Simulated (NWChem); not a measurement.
**C3H7NSi (SMILES C[SiH](C)C#N): levels of theory compared**

Aim: a comparison of 4 runs (HF/STO-3G, HF/3-21G, B3LYP/6-31G*) of C3H7NSi. 

The results are computed with NWChem 7.3.0.

## 1. The molecule

C3H7NSi has 12 atoms, charge 0, and is taken as a singlet. SMILES: `C[SiH](C)C#N`. The coordinates come from a PBE0-D4/def2-TZVP relaxation.

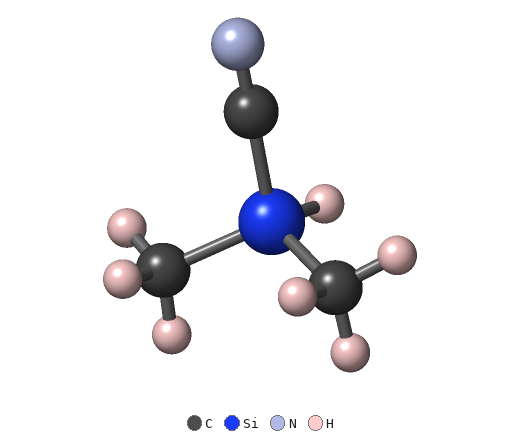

The structure, seen from a chosen angle (carbon dark grey, silicon blue, nitrogen light blue, hydrogen pink).

## 2. Energy and forces at HF/STO-3G (run 1)

Contents of mymol.xyz:

```xyz
12
C3H7NSi hf
C     -1.574000    -0.409500    -0.327500
Si    -0.024600     0.197700     0.504300
C      1.505800    -0.728400    -0.007000
C      0.209700     1.980000     0.019500
N      0.355600     3.077000    -0.301300
H     -2.437600     0.188700    -0.030400
H     -1.768300    -1.449400    -0.053100
H     -1.478200    -0.354800    -1.414200
H     -0.176500     0.213800     1.980900
H      1.646700    -0.678600    -1.089000
H      1.425000    -1.780000     0.279500
H      2.393700    -0.311700     0.472400
```

Contents of run.py:

```python
from ase.io import read
from ase.calculators.nwchem import NWChem

molecule = read('mymol.xyz')

calc = NWChem(
    label='mymol',
    theory='scf',
    memory='2200 mb',
    basis='STO-3G',
    basispar='spherical bse',
    scf={'nopen': '0', 'rhf': None, 'thresh': '1e-08', 'maxiter': '80'},
)
molecule.calc = calc

forces = molecule.get_forces()
print(f"energy = {molecule.get_potential_energy():.6f} eV")
print("forces (eV/A):")
for s, f in zip(molecule.symbols, forces):
    print(f"{s:2s} {f[0]:10.5f} {f[1]:10.5f} {f[2]:10.5f}")
print("dipole (e A):", molecule.get_dipole_moment().round(4))
```

Run with:

```
export ASE_NWCHEM_COMMAND="nwchem PREFIX.nwi > PREFIX.nwo"
python run.py
```

What it wrote:

```text
energy = -12399.663713 eV
forces (eV/A):
C    -0.18049   -0.21911   -0.12454
Si   -0.06063    0.90940    1.47982
C     0.15319   -0.25469   -0.08870
C    -0.12624   -1.02201    0.20065
N     0.05101    0.40773   -0.08001
H     0.33172   -0.26606   -0.13951
H     0.01034    0.44706   -0.17345
H    -0.10526   -0.05703    0.45200
H     0.15571   -0.11950   -1.61589
H    -0.00360   -0.06736    0.46218
H     0.11621    0.43637   -0.16347
H    -0.34196   -0.19479   -0.20908
dipole (e A): [-0.0931 -0.7506  0.1533]
```

The calculator wrote mymol.nwi:

```
title "mymol"

permanent_dir mymol

scratch_dir mymol

start mymol

geometry units angstrom nocenter noautosym noautoz
  C  -1.5740000000000001e+00 -4.0949999999999998e-01 -3.2750000000000001e-01
  Si -2.4600000000000000e-02 1.9769999999999999e-01 5.0429999999999997e-01
  C  1.5058000000000000e+00 -7.2840000000000005e-01 -7.0000000000000001e-03
  C  2.0970000000000000e-01 1.9800000000000000e+00 1.9500000000000000e-02
  N  3.5560000000000003e-01 3.0770000000000000e+00 -3.0130000000000001e-01
  H  -2.4376000000000002e+00 1.8870000000000001e-01 -3.0400000000000000e-02
  H  -1.7683000000000000e+00 -1.4494000000000000e+00 -5.3100000000000001e-02
  H  -1.4782000000000000e+00 -3.5480000000000000e-01 -1.4141999999999999e+00
  H  -1.7649999999999999e-01 2.1379999999999999e-01 1.9809000000000001e+00
  H  1.6467000000000001e+00 -6.7859999999999998e-01 -1.0890000000000000e+00
  H  1.4250000000000000e+00 -1.7800000000000000e+00 2.7950000000000003e-01
  H  2.3936999999999999e+00 -3.1169999999999998e-01 4.7239999999999999e-01
end

memory 2200 mb

basis spherical bse noprint
   * library STO-3G
end

scf
  nopen 0
  rhf
  thresh 1e-08
  maxiter 80
end

task scf gradient
```

mymol.nwo:

```text
Northwest Computational Chemistry Package (NWChem) 7.3.0
             --------------------------------------------------------

           Job information
           ---------------

    nwchem branch   = 7.3.0
    use scalapack   = T
    input           = mymol.nwi
    prefix          = mymol.
    data base       = mymol/mymol.db
    status          = startup
    nproc           =        1

           Memory information
           ------------------

[... 5 lines left out ...]
    hardfail = no
[... 142 lines left out ...]
         Quadratically convergent ROHF
[... 15 lines left out ...]
       Final RHF  results
[... 4 lines left out ...]
      Two-electron energy =    372.821152570996
[... 42 lines left out ...]
                       ROHF Final Molecular Orbital Analysis
[... 249 lines left out ...]
                 ----------------------------------------
                 |  Time  |  1-e(secs)   |  2-e(secs)   |
                 ----------------------------------------
                 |  CPU   |       0.00   |       0.28   |
                 ----------------------------------------
                 |  WALL  |       0.00   |       0.28   |
                 ----------------------------------------

 Task  times  cpu:        2.6s     wall:        2.6s
 Total times  cpu:        2.6s     wall:        2.6s
```

Run time: 3.6 s. Hardware: 1 thread of AMD EPYC 9R45 (Zen 5), shared host; peak memory 0.1 GiB.

## 3. Energy and gradient at HF/3-21G (run 2)

Contents of a.xyz:

```xyz
12

C     -1.574000    -0.409500    -0.327500
Si    -0.024600     0.197700     0.504300
C      1.505800    -0.728400    -0.007000
C      0.209700     1.980000     0.019500
N      0.355600     3.077000    -0.301300
H     -2.437600     0.188700    -0.030400
H     -1.768300    -1.449400    -0.053100
H     -1.478200    -0.354800    -1.414200
H     -0.176500     0.213800     1.980900
H      1.646700    -0.678600    -1.089000
H      1.425000    -1.780000     0.279500
H      2.393700    -0.311700     0.472400
```

Contents of a.nw:

```
start a
memory stack 880 mb heap 220 mb global 1100 mb
geometry units angstrom noautosym nocenter noautoz
  load format xyz a.xyz
end
basis spherical bse
  C library 3-21G
  Si library 3-21G
  N library 3-21G
  H library 3-21G
end
scf
  thresh 1e-08
  maxiter 80
  print low
end
task scf gradient
```

Run with:

```
nwchem a.nw > a.out
```

What it wrote:

```text
[...]
  functions       =    63
[...]
  wavefunction    = RHF
[...]
         Total SCF energy =   -458.607835634220
      One-electron energy =  -1032.500095390981
      Two-electron energy =    370.764718628352
 Nuclear repulsion energy =    203.127541128409
        Time for solution =      2.3s
[...]
                         RHF ENERGY GRADIENTS
    atom               coordinates                        gradient
                 x          y          z           x          y          z
   1 C      -2.974429  -0.773843  -0.618885    0.016780   0.007706   0.008244
   2 Si     -0.046487   0.373599   0.952989    0.000760  -0.008231  -0.015466
   3 C       2.845549  -1.376476  -0.013228   -0.016179   0.011125   0.004803
   4 C       0.396276   3.741657   0.036850   -0.004534  -0.033540   0.010578
   5 N       0.671987   5.814687  -0.569374    0.003151   0.023242  -0.007556
   6 H      -4.606396   0.356591  -0.057448   -0.003168   0.003279   0.002025
   7 H      -3.341602  -2.738969  -0.100344    0.000615  -0.004412   0.002252
   8 H      -2.793393  -0.670475  -2.672450    0.001571   0.000711  -0.004569
   9 H      -0.333537   0.404023   3.743358    0.000101   0.000762  -0.000224
  10 H       3.111812  -1.282368  -2.057912   -0.000419   0.000916  -0.004773
  11 H       2.692860  -3.363712   0.528178   -0.001944  -0.004148   0.001999
[...]
```

Wall time 3.3 s (1 thread of AMD EPYC 9R45 (Zen 5), shared host); peak memory 0.1 GiB.

## 4. Energy and gradient at B3LYP/6-31G(d) (spherical functions) (run 3)

Contents of c3h7nsi.xyz:

```xyz
12
C3H7NSi
C     -1.574000    -0.409500    -0.327500
Si    -0.024600     0.197700     0.504300
C      1.505800    -0.728400    -0.007000
C      0.209700     1.980000     0.019500
N      0.355600     3.077000    -0.301300
H     -2.437600     0.188700    -0.030400
H     -1.768300    -1.449400    -0.053100
H     -1.478200    -0.354800    -1.414200
H     -0.176500     0.213800     1.980900
H      1.646700    -0.678600    -1.089000
H      1.425000    -1.780000     0.279500
H      2.393700    -0.311700     0.472400
```

Contents of c3h7nsi.nw:

```
START c3h7nsi
TITLE "C3H7NSi"
memory total 2200 mb
GEOMETRY units angstroms noautosym nocenter noautoz
   load c3h7nsi.xyz
END
BASIS spherical bse
   C library 6-31G*
   Si library 6-31G*
   N library 6-31G*
   H library 6-31G*
END
DFT
   xc b3lyp
   mult 1
   grid xfine
   convergence energy 1e-08
   maxiter 100
   mulliken
   print low
END
TASK dft gradient
```

Run with:

```
nwchem c3h7nsi.nw > c3h7nsi.out
```

What it wrote:

```text
[...]
 d= 0,ls=0.0,diis     1   -462.7097290028 -6.66D+02  1.30D-02  6.09D-01     2.9
[...]
 d= 0,ls=0.0,diis    10   -462.7902294455 -9.05D-09  2.62D-07  6.66D-10    23.8
         Total DFT energy =     -462.790229445537
      One electron energy =    -1036.736276874366
           Coulomb energy =      417.573482683713
    Exchange-Corr. energy =      -46.754976383293
 Nuclear repulsion energy =      203.127541128409
[...]
                         DFT ENERGY GRADIENTS
    atom               coordinates                        gradient
                 x          y          z           x          y          z
   1 C      -2.974429  -0.773843  -0.618885    0.003025   0.001573   0.001185
   2 Si     -0.046487   0.373599   0.952989   -0.000020  -0.005140  -0.004816
   3 C       2.845549  -1.376476  -0.013228   -0.002809   0.002182   0.000571
   4 C       0.396276   3.741657   0.036850    0.003166   0.023597  -0.007183
   5 N       0.671987   5.814687  -0.569374   -0.003561  -0.026783   0.007719
   6 H      -4.606396   0.356591  -0.057448    0.002187  -0.000759  -0.000199
   7 H      -3.341602  -2.738969  -0.100344    0.001174   0.002237  -0.000076
   8 H      -2.793393  -0.670475  -2.672450    0.000477   0.000203   0.002238
   9 H      -0.333537   0.404023   3.743358    0.000109   0.000446  -0.000617
  10 H       3.111812  -1.282368  -2.057912   -0.000864   0.000343   0.002104
  11 H       2.692860  -3.363712   0.528178   -0.000654   0.002422  -0.000257
[...]
```

Wall time 30 s (1 thread of AMD EPYC 9R45 (Zen 5), shared host); peak memory 0.16 GiB.

## 5. Energy and gradient at B3LYP/6-31G(d) (Cartesian functions) (run 4)

Contents of input.xyz:

```xyz
12
C3H7NSi
C     -1.574000    -0.409500    -0.327500
Si    -0.024600     0.197700     0.504300
C      1.505800    -0.728400    -0.007000
C      0.209700     1.980000     0.019500
N      0.355600     3.077000    -0.301300
H     -2.437600     0.188700    -0.030400
H     -1.768300    -1.449400    -0.053100
H     -1.478200    -0.354800    -1.414200
H     -0.176500     0.213800     1.980900
H      1.646700    -0.678600    -1.089000
H      1.425000    -1.780000     0.279500
H      2.393700    -0.311700     0.472400
```

Edit run.py of step 2 so:

```diff
@@ -3,11 +3,10 @@
 
-molecule = read('mymol.xyz')
+molecule = read('input.xyz')
 
 calc = NWChem(
-    label='mymol',
-    theory='scf',
+    label='input',
+    theory='dft',
     memory='2200 mb',
-    basis='STO-3G',
-    basispar='spherical bse',
-    scf={'nopen': '0', 'rhf': None, 'thresh': '1e-08', 'maxiter': '80'},
+    basis='6-31G*',
+    dft={'xc': 'b3lyp', 'mult': '1', 'grid': 'fine', 'convergence': 'energy 1e-08', 'iterations': '100', 'mulliken': None},
 )
```

Run with:

```
export ASE_NWCHEM_COMMAND="nwchem PREFIX.nwi > PREFIX.nwo"
python run.py
```

What it wrote:

```text
energy = -12593.327407 eV
forces (eV/A):
C    -0.14768   -0.07765   -0.05646
Si    0.00057    0.24749    0.23546
C     0.13668   -0.10737   -0.02648
C    -0.16249   -1.21058    0.36972
N     0.18327    1.37785   -0.39770
H    -0.10917    0.03723    0.00951
H    -0.05908   -0.11128    0.00345
H    -0.02427   -0.01023   -0.11097
H    -0.00566   -0.02293    0.03214
H     0.04340   -0.01728   -0.10418
H     0.03322   -0.12064    0.01255
H     0.11123    0.01538    0.03296
dipole (e A): [-0.0935 -0.8465  0.0621]
```

The calculator wrote input.nwi:

```
title "input"

permanent_dir input

scratch_dir input

start input

geometry units angstrom nocenter noautosym noautoz
  C  -1.5740000000000001e+00 -4.0949999999999998e-01 -3.2750000000000001e-01
  Si -2.4600000000000000e-02 1.9769999999999999e-01 5.0429999999999997e-01
  C  1.5058000000000000e+00 -7.2840000000000005e-01 -7.0000000000000001e-03
  C  2.0970000000000000e-01 1.9800000000000000e+00 1.9500000000000000e-02
  N  3.5560000000000003e-01 3.0770000000000000e+00 -3.0130000000000001e-01
  H  -2.4376000000000002e+00 1.8870000000000001e-01 -3.0400000000000000e-02
  H  -1.7683000000000000e+00 -1.4494000000000000e+00 -5.3100000000000001e-02
  H  -1.4782000000000000e+00 -3.5480000000000000e-01 -1.4141999999999999e+00
  H  -1.7649999999999999e-01 2.1379999999999999e-01 1.9809000000000001e+00
  H  1.6467000000000001e+00 -6.7859999999999998e-01 -1.0890000000000000e+00
  H  1.4250000000000000e+00 -1.7800000000000000e+00 2.7950000000000003e-01
  H  2.3936999999999999e+00 -3.1169999999999998e-01 4.7239999999999999e-01
end

memory 2200 mb

basis noprint
   * library 6-31G*
end

dft
  xc b3lyp
  mult 1
  grid fine
  convergence energy 1e-08
  iterations 100
  mulliken
end

task dft gradient
```

input.nwo:

```text
Northwest Computational Chemistry Package (NWChem) 7.3.0
             --------------------------------------------------------

           Job information
           ---------------

    nwchem branch   = 7.3.0
    use scalapack   = T
    input           = input.nwi
    prefix          = input.
    data base       = input/input.db
    status          = startup
    nproc           =        1

           Memory information
           ------------------

[... 5 lines left out ...]
    hardfail = no
[... 113 lines left out ...]
  convergence criterion.
[... 43 lines left out ...]
          Spatial weights used:  Erf1
[... 32 lines left out ...]
 1-e energy   =   -1032.355603
[... 44 lines left out ...]
           Coulomb energy =      417.455366099382
[... 721 lines left out ...]
          Convergence on density requested:  1.00D-05
[... 29 lines left out ...]
          total energy or number of iterations.
[... 36 lines left out ...]
                 ----------------------------------------
                 |  Time  |  1-e(secs)   |  2-e(secs)   |
                 ----------------------------------------
                 |  CPU   |       0.01   |       2.07   |
                 ----------------------------------------
                 |  WALL  |       0.01   |       2.07   |
                 ----------------------------------------

 Task  times  cpu:       17.3s     wall:       17.3s
 Total times  cpu:       17.3s     wall:       17.3s
```

Run time: 18 s. Hardware: 1 thread of AMD EPYC 9R45 (Zen 5), shared host; peak memory 0.13 GiB.

## 6. Overview of the runs

| run | level | iteration cap | module | energy (Eh) | largest force (eV/Å) | wall time |
| --- | --- | --- | --- | --- | --- | --- |
| 1 | HF/STO-3G | 80 | scf | -455.679240 | 1.738 | 3.6 s |
| 2 | HF/3-21G | 80 | scf | -458.607836 | 1.823 | 3.3 s |
| 3 | B3LYP/6-31G* (spherical functions) | 100 | dft | -462.790229 | 1.445 | 30 s |
| 4 | B3LYP/6-31G* (Cartesian functions) | 100 | dft | -462.796250 | 1.446 | 18 s |

## 7. What came out

| quantity | value |
| --- | --- |
| run 4: total energy | -462.79625 Eh |
| run 4: dipole moment | 4.10 D |
| run 4: HOMO energy | -8.74 eV |
| run 4: LUMO energy | 0.04 eV |
| run 4: HOMO–LUMO gap | 8.78 eV |
| run 4: largest force on an atom | 1.446 eV/Å |

In run 1 the basis is minimal, so the values are rough. All runs together took 55 s, the longest 30 s.
